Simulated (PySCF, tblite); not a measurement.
# C₆H₁₀OSi: geometry, infrared bands and NMR shifts

Wanted: the infrared bands and NMR shifts of C₆H₁₀OSi (`CC#C[C@@H]1[SiH2]O[C@@H]1C`), by calculation.

Computed with tblite 0.8.0 and PySCF 2.14.0, with density-fitted response routines of our own, on a single molecule in the gas phase. Atoms are numbered from 0 throughout.

### Step 1. Starting geometry

18 atoms, charge 0, multiplicity 1; geometry from: force field or distance geometry start.

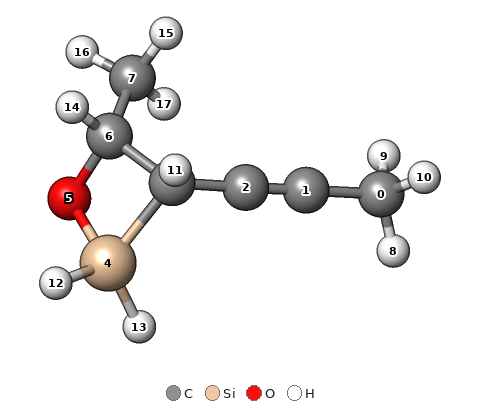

As it starts; carbon grey, silicon light orange, oxygen red, hydrogen white, atoms numbered.

### Step 2. Relaxing the molecule with GFN2-xTB

Job settings and geometry (Å):

```
{"job": {"kind": "relax", "xc": "GFN2-xTB", "basis": "xTB"}, "charge": 0, "multiplicity": 1}
C      3.101900     1.244500     0.116500
C      1.869800     0.467000     0.307900
C      0.880700    -0.182700     0.481100
C     -0.335900    -0.939900     0.682100
Si    -0.774300    -2.134500    -0.679600
O     -1.899200    -0.942500    -0.988600
C     -1.708100    -0.285900     0.302600
C     -1.786800     1.231000     0.154900
H      3.719500     0.804100    -0.667200
H      2.846800     2.272200    -0.171200
H      3.682600     1.285600     1.034800
H     -0.364700    -1.423200     1.680300
H     -1.452200    -3.378900    -0.237000
H      0.195600    -2.265300    -1.810600
H     -2.515700    -0.586600     1.001100
H     -1.572700     1.724800     1.112200
H     -2.801000     1.526200    -0.151200
H     -1.095100     1.590400    -0.606300
```

Started as:

```bash
OMP_NUM_THREADS=1 python probes_run.py task.json out
```

One launch serves the whole session: the jobs run in the order shown.

The log of the run:

```text
step      E/eV     max force
  0    -644.91530    1.977
  1    -644.97742    2.650
  2    -645.01233    1.721
  3    -645.04553    0.364
  4    -645.05800    0.308
  5    -645.07585    0.432
  6    -645.08341    0.293
  7    -645.09026    0.225
  8    -645.09487    0.193
  9    -645.09923    0.226
 10    -645.10226    0.147
 11    -645.10501    0.134
 12    -645.10810    0.204
 13    -645.11179    0.238
 14    -645.11545    0.189
 15    -645.11880    0.175
 16    -645.12230    0.191
 17    -645.12662    0.264
 18    -645.13131    0.244
 19    -645.13528    0.167
 20    -645.13832    0.202
 21    -645.14103    0.183
 22    -645.14383    0.168
 23    -645.14656    0.133
 24    -645.14907    0.162
 25    -645.15146    0.152
 26    -645.15376    0.163
 27    -645.15588    0.132
 28    -645.15778    0.119
 29    -645.15956    0.112
 30    -645.16136    0.128
 31    -645.16318    0.127
 32    -645.16475    0.080
 33    -645.16600    0.093
 34    -645.16717    0.080
 35    -645.16860    0.089
 36    -645.17040    0.100
 37    -645.17211    0.087
 38    -645.17326    0.072
 39    -645.17405    0.068
 40    -645.17481    0.074
 41    -645.17564    0.079
 42    -645.17627    0.075
 43    -645.17655    0.045
 44    -645.17675    0.042
 45    -645.17694    0.039
 46    -645.17747    0.055
 47    -645.17783    0.054
 48    -645.17821    0.043
 49    -645.17846    0.044
 50    -645.17879    0.055
 51    -645.17921    0.067
 52    -645.17969    0.064
 53    -645.18012    0.046
 54    -645.18053    0.060
 55    -645.18101    0.072
 56    -645.18157    0.072
 57    -645.18217    0.057
 58    -645.18271    0.055
 59    -645.18322    0.055
 60    -645.18375    0.054
 61    -645.18432    0.060
 62    -645.18484    0.053
 63    -645.18529    0.049
 64    -645.18569    0.048
 65    -645.18603    0.042
 66    -645.18635    0.070
 67    -645.18671    0.041
 68    -645.18710    0.048
 69    -645.18745    0.031
 70    -645.18764    0.029
 71    -645.18782    0.029
 72    -645.18800    0.034
 73    -645.18822    0.032
 74    -645.18839    0.029
 75    -645.18850    0.027
 76    -645.18856    0.026
 77    -645.18861    0.020
 78    -645.18866    0.017
 79    -645.18871    0.024
 80    -645.18875    0.017
 81    -645.18877    0.017
 82    -645.18879    0.012
 83    -645.18881    0.010
```

It took 0.35 s on 1 thread of AMD EPYC 9R45, shared host; peak memory 0.18 GiB.

The steps of the relaxation: (not every step is listed)

```
step  energy from step 0 (eV)  largest force (eV/Å)
   0                   0.0000                1.9767
   1                  -0.0621                2.6502
   2                  -0.0970                1.7213
   3                  -0.1302                0.3635
   4                  -0.1427                0.3081
   5                  -0.1605                0.4324
   6                  -0.1681                0.2926
   7                  -0.1750                0.2250
   8                  -0.1796                0.1930
  15                  -0.2035                0.1746
  22                  -0.2285                0.1677
  29                  -0.2443                0.1122
  36                  -0.2551                0.1002
  43                  -0.2613                0.0455
  50                  -0.2635                0.0554
  57                  -0.2669                0.0572
  64                  -0.2704                0.0484
  71                  -0.2725                0.0295
  78                  -0.2734                0.0171
  79                  -0.2734                0.0236
  80                  -0.2735                0.0175
  81                  -0.2735                0.0167
  82                  -0.2735                0.0121
  83                  -0.2735                0.0100
```

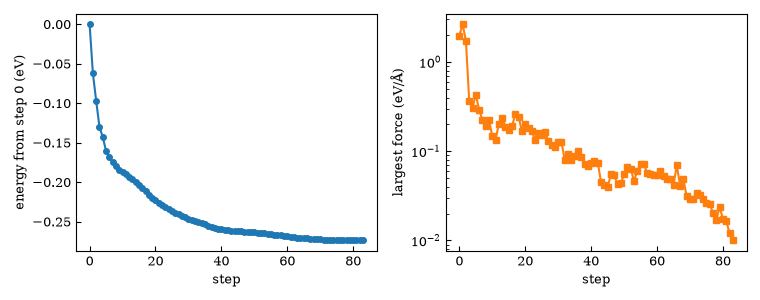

Energy and largest force along the relaxation.

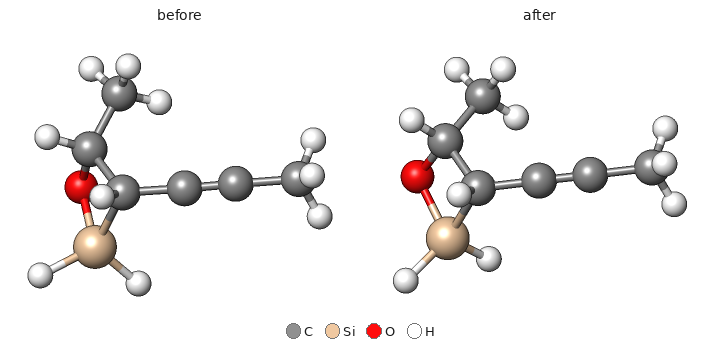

The geometry before (left) and after (right).

Close pairs (by a distance rule), those that changed most:

```
   bond  before (Å)  after (Å)  change (Å)
 C3–Si4       1.864      1.924      +0.060
Si4–H13       1.496      1.457      -0.039
Si4–H12       1.485      1.457      -0.028
  C0–C1       1.469      1.448      -0.021
  O5–C6       1.461      1.441      -0.020
  C3–C6       1.567      1.546      -0.020
 Si4–O5       1.668      1.649      -0.019
 C3–H11       1.109      1.091      -0.018
```

The next job starts from the end point, and lists it.

### Step 3. Infrared spectrum with GFN2-xTB

Job settings and geometry (Å):

```
{"job": {"kind": "ir", "xc": "GFN2-xTB", "basis": "xTB"}, "charge": 0, "multiplicity": 1}
C      3.007095     1.302768     0.227204
C      1.821641     0.487508     0.391015
C      0.840293    -0.185813     0.545156
C     -0.336424    -0.992318     0.692933
Si    -0.918053    -2.105281    -0.764727
O     -2.238245    -1.138003    -0.561054
C     -1.691326    -0.283707     0.462006
C     -1.599391     1.143170    -0.033509
H      3.643818     0.889550    -0.555462
H      2.724477     2.318831    -0.049098
H      3.571136     1.336473     1.159548
H     -0.312331    -1.501284     1.658137
H     -1.196265    -3.497316    -0.436792
H     -0.243600    -1.896858    -2.038862
H     -2.352656    -0.339815     1.332462
H     -1.200147     1.782075     0.750108
H     -2.587099     1.496693    -0.319414
H     -0.941684     1.189645    -0.897968
```

The log of the run:

```text
mode    cm-1     km/mol
  1       8.3      0.02
  2      64.8      1.33
  3      87.8      0.25
  4     127.5      3.43
  5     201.7      0.30
  6     243.0      2.98
  7     252.0      2.33
  8     313.3      0.56
  9     344.7      1.66
 10     392.6      2.58
 11     434.1      3.69
 12     448.1     11.93
 13     559.6     67.49
 14     590.3     15.68
 15     653.6    177.75
 16     698.9     80.51
 17     780.9    222.37
 18     804.5     85.66
 19     867.7     99.14
 20     900.8     33.13
 21     940.4     37.04
 22    1018.9      8.25
 23    1027.0      8.53
 24    1032.3      5.76
 25    1081.3     27.30
 26    1102.5     56.30
 27    1141.6     12.65
 28    1209.2     15.45
 29    1249.5     40.48
 30    1291.2     28.87
 31    1317.4     22.27
 32    1393.1      2.70
 33    1396.9     11.05
 34    1461.6      4.00
 35    1462.7      3.72
 36    1474.2      3.34
 37    1484.7      2.65
 38    2307.5    484.58
 39    2327.8    164.62
 40    2404.0      0.50
 41    2918.0     51.94
 42    2947.9     70.22
 43    2993.3     29.07
 44    2995.4     29.45
 45    3004.3     39.45
 46    3037.7     26.89
 47    3040.7     20.23
 48    3043.4     24.80
```

It took 0.39 s on 1 thread of AMD EPYC 9R45, shared host; peak memory 0.18 GiB.

Which atoms move in the most intense modes:

```
cm⁻¹  km/mol                                atoms
 654   177.8         H13 40 %, H12 35 %, Si4 10 %
 699    80.5                    C3 47 %, Si4 16 %
 781   222.4                   H13 43 %, H12 41 %
 804    85.7  C3 33 %, O5 14 %, C0 11 %, Si4 10 %
 868    99.1                    O5 39 %, Si4 14 %
2308   484.6                   H12 57 %, H13 38 %
2328   164.6                   H13 58 %, H12 40 %
2948    70.2                             H11 88 %
```

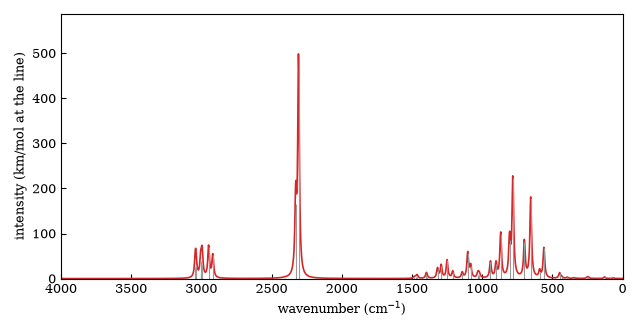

The infrared spectrum from these modes, unscaled. Lines are broadened to a width of 14 cm⁻¹ (Lorentzian).

### Step 4. Shielding tensors: PBE0/pcSseg-1

Same as in step 3 but for these lines:

```diff
@@ -1,2 +1,2 @@
-{"job": {"kind": "ir", "xc": "GFN2-xTB", "basis": "xTB"}, "charge": 0, "multiplicity": 1}
+{"job": {"kind": "nmr", "xc": "PBE0", "basis": "pcSseg-1"}, "charge": 0, "multiplicity": 1}
 C      3.007095     1.302768     0.227204
```

Method: GIAO PBE0/pcSseg-1 NMR shielding, non-relativistic, gas phase.

The log of the run:

```text
coarse grid: 15432 points
cycle   1  E = -598.6004948483  dE =  1.151e+00  |g| = 7.771e-01  |ddm| = 4.297e+00
cycle   2  E = -598.4495323273  dE =  1.510e-01  |g| = 1.189e+00  |ddm| = 2.779e+00
cycle   3  E = -598.7202288404  dE = -2.707e-01  |g| = 1.452e-01  |ddm| = 2.115e+00
cycle   4  E = -598.7242786172  dE = -4.050e-03  |g| = 4.482e-02  |ddm| = 2.294e-01
cycle   5  E = -598.7247161006  dE = -4.375e-04  |g| = 1.804e-02  |ddm| = 6.424e-02
cycle   6  E = -598.7247767235  dE = -6.062e-05  |g| = 8.511e-03  |ddm| = 2.003e-02
cycle   7  E = -598.7247946254  dE = -1.790e-05  |g| = 7.968e-04  |ddm| = 7.418e-03
cycle   8  E = -598.7247947712  dE = -1.458e-07  |g| = 2.111e-04  |ddm| = 1.062e-03
final grid: 144104 points
cycle   9  E = -598.7844471160  dE = -3.265e-05  |g| = 1.084e-02  |ddm| = 5.771e-02
cycle  10  E = -598.7844221807  dE =  2.494e-05  |g| = 1.592e-02  |ddm| = 2.801e-02
cycle  11  E = -598.7844709268  dE = -4.875e-05  |g| = 1.797e-03  |ddm| = 1.828e-02
cycle  12  E = -598.7844715852  dE = -6.583e-07  |g| = 3.597e-04  |ddm| = 2.057e-03
cycle  13  E = -598.7844716036  dE = -1.839e-08  |g| = 2.351e-04  |ddm| = 4.437e-04
cycle  14  E = -598.7844716166  dE = -1.309e-08  |g| = 4.123e-05  |ddm| = 2.186e-04
cycle  15  E = -598.7844716170  dE = -3.715e-10  |g| = 1.145e-05  |ddm| = 5.519e-05
converged SCF energy = -598.7844716170

GIAO shielding tensors (ppm)
atom      isotropic    diamagn.    paramagn.     s11        s22        s33       span
  0 C      181.702     253.819     -72.118    174.472    174.714    195.920     21.448
  1 C       98.737     269.636    -170.899     13.930     30.745    251.538    237.608
  2 C      104.593     257.534    -152.941     16.766     21.531    275.483    258.717
  3 C      157.645     253.903     -96.258    127.709    158.887    186.339     58.629
  4 Si     336.709     880.099    -543.390    294.318    317.872    397.938    103.620
  5 O      267.214     397.711    -130.496    226.874    258.196    316.573     89.700
  6 C      104.403     252.143    -147.740     74.901     88.196    150.113     75.212
  7 C      160.776     248.482     -87.706    146.389    159.396    176.541     30.153
  8 H       29.653      29.045       0.608     24.412     27.955     36.593     12.181
  9 H       29.639      30.788      -1.149     24.310     28.443     36.163     11.853
 10 H       29.682      27.569       2.113     24.355     27.816     36.875     12.520
 11 H       28.308      31.118      -2.811     23.074     29.099     32.750      9.676
 12 H       25.999      29.294      -3.295     23.121     23.778     31.097      7.976
 13 H       26.078      29.799      -3.721     23.840     23.958     30.435      6.595
 14 H       26.708      31.727      -5.020     24.462     25.670     29.992      5.530
 15 H       30.416      31.323      -0.907     26.132     28.900     36.215     10.083
 16 H       30.079      29.063       1.017     26.221     27.581     36.435     10.214
 17 H       29.798      31.967      -2.168     26.495     30.070     32.830      6.335
```

It took 21 s on 1 thread of AMD EPYC 9R45, shared host; peak memory 0.86 GiB.

The references, computed at this level on geometries of the same kind, shield at (ppm): ¹H TMS 31.72, ¹³C TMS 186.9, ²⁹Si TMS 349.2, ¹⁷O H2O 336.1. Their shielding less the atom's gives the shift. The references are single molecules in the gas phase, so shifts against H2O, NH3, PH3, H3PO4 or CFCl3 are not on the usual liquid scales and can be off by tens of ppm. Atoms listed in one row are averaged.

```
        atoms                                                 environment  σ (ppm)  δ (ppm)  δ scaled to CDCl3
           C1                                               alkyne carbon     98.7     88.2               84.2
           C6                                          sp3 CH bonded to O    104.4     82.5               78.6
           C2                                               alkyne carbon    104.6     82.3               78.4
           C3                             propargylic sp3 CH bonded to Si    157.6     29.3               26.7
           C7                                               methyl carbon    160.8     26.1               23.6
           C0                                   propargylic methyl carbon    181.7      5.2                3.2
          H12  hydrogen on a silicon bonded to C, O, in a 4-membered ring    26.00     5.72                  –
          H13  hydrogen on a silicon bonded to C, O, in a 4-membered ring    26.08     5.64                  –
          H14                           hydrogen on an sp3 CH bonded to O    26.71     5.01               4.83
          H11               hydrogen on a propargylic sp3 CH bonded to Si    28.31     3.41               3.32
  H8, H9, H10                     hydrogen on a propargylic methyl carbon    29.66     2.06               2.05
H15, H16, H17                                 hydrogen on a methyl carbon    30.10     1.62               1.63
          Si4           silicon bonded to C, O, 2 H, in a 4-membered ring    336.7     12.4                  –
           O5                oxygen bonded to C, Si, in a 4-membered ring    267.2     68.9                  –
```

The scaled column applies a straight-line fit of computed shieldings to shifts measured in CDCl3 (root-mean-square error 0.16 ppm for H, 1.9 ppm for C).

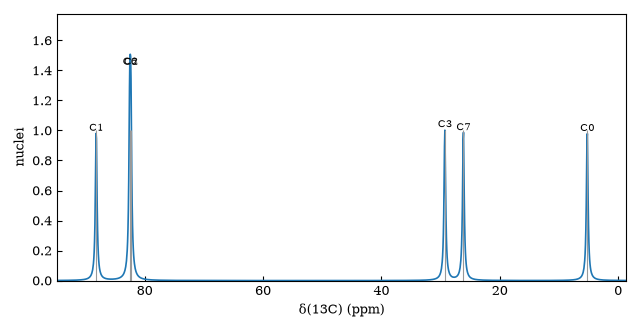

¹³C lines at the computed shifts, without couplings. Lines are broadened to a width of 0.33 ppm (Lorentzian).

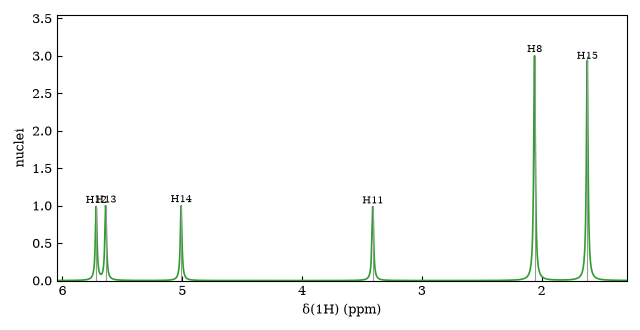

¹H lines at the computed shifts, without couplings. Lines are broadened to a width of 0.02 ppm (Lorentzian).

Charges from the same density, by scheme (e):

```csv
atoms,Mulliken,IAO,Hirshfeld,ESP fit
C0,-0.19,-0.43,-0.10,-0.52
C1,-0.36,-0.07,-0.06,0.06
C2,0.13,-0.08,-0.07,-0.15
C3,-0.55,-0.42,-0.11,-0.53
Si4,0.86,1.03,0.43,0.81
O5,-0.59,-0.68,-0.26,-0.59
C6,0.04,0.11,0.05,0.59
C7,-0.19,-0.43,-0.13,-0.49
```

ESP fit charges:

C0 -0.52; C1 0.06; C2 -0.15; C3 -0.53; Si4 0.81; O5 -0.59; C6 0.59; C7 -0.49; H8 0.17; H9 0.18; H10 0.18; H11 0.19; H12 -0.15; H13 -0.13; H14 -0.02; H15 0.13; H16 0.12; H17 0.15

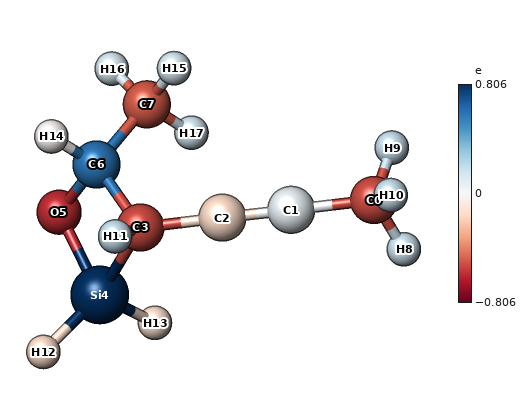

ESP fit charges, as colours on the atoms.

Mayer bond orders: C0–C1 1.24, C1–C2 2.54, C2–C3 1.04, C3–Si4 0.87, Si4–O5 1.02, O5–C6 0.86, C6–C7 1.06, C6–C3 0.94.

Ring of atoms C3, Si4, O5, C6: NICS(0) -2.1, NICS(1) -0.3, NICS(1)zz 3.0 ppm (means of both faces).

Orbitals, density, ELF and potential are computed afterwards from the orbital file.

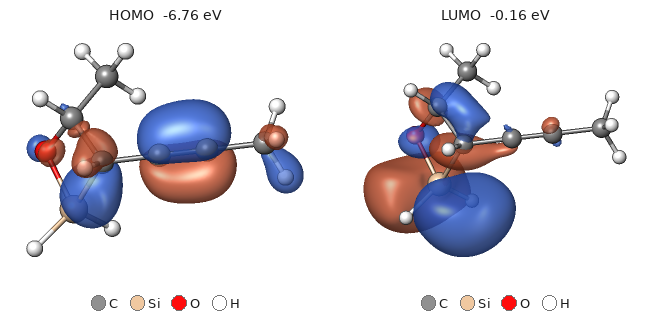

Frontier orbitals at PBE0/pcSseg-1; each surface holds 70 % of the orbital's density, blue and red mark the sign.

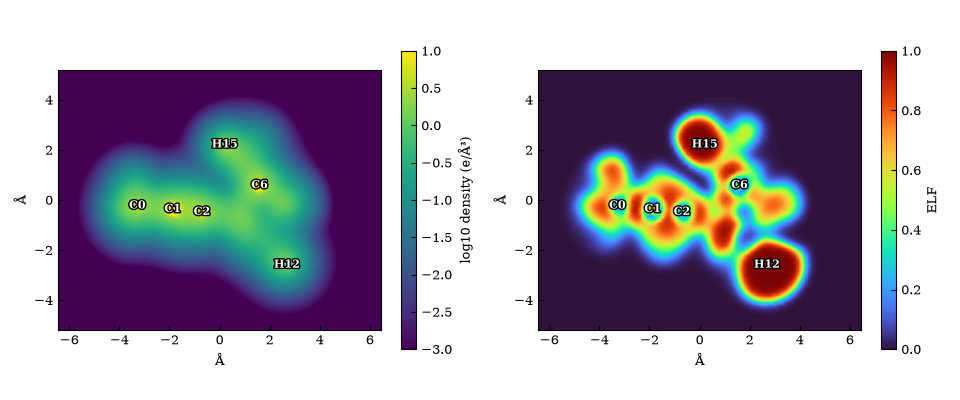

Density (left) and ELF (right) in a plane through or near 6 of the atoms.

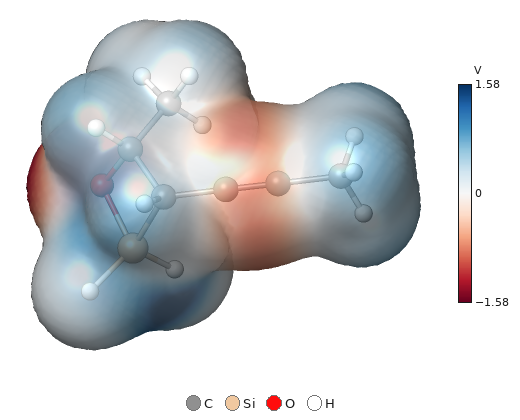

The potential that a unit positive charge feels on the 0.002 e/bohr³ surface, from -1.58 V near O5 to 1.48 V near Si4.

### Step 5. Summary of results

| quantity | value |
| --- | --- |
| strongest single infrared mode (GFN2-xTB) | 2308 cm⁻¹, 485 km/mol |
| zero-point energy (GFN2-xTB) | 87.0 kcal/mol |
| ¹³C shifts against TMS (PBE0/pcSseg-1) | 88.2, 82.5, 82.3, 29.3, 26.1, 5.2 ppm |
| ¹H shifts against TMS (PBE0/pcSseg-1, means over atoms taken as alike) | 5.72, 5.64, 5.01, 3.41, 2.06, 1.62 ppm |
| ²⁹Si shifts against TMS (PBE0/pcSseg-1) | 12.4 ppm |
| ¹⁷O shifts against H2O (PBE0/pcSseg-1) | 68.9 ppm |
| surface potential, least and greatest | -1.58 V and 1.48 V |

Over 83 steps the energy fell by 0.274 eV; of the close pairs, C3–Si4 changed most, 1.864 to 1.924 Å. All 48 modes are real, so the xTB geometry is a minimum. The strongest single mode, at 2308 cm⁻¹, moves mainly H12 and H13. GFN2-xTB is a fitted tight-binding method: band positions and strengths are rough. Its intensities can rank the bands wrongly. At PBE0/pcSseg-1: The widest tensor belongs to C2: span 259 ppm, with a paramagnetic part of -153 ppm.
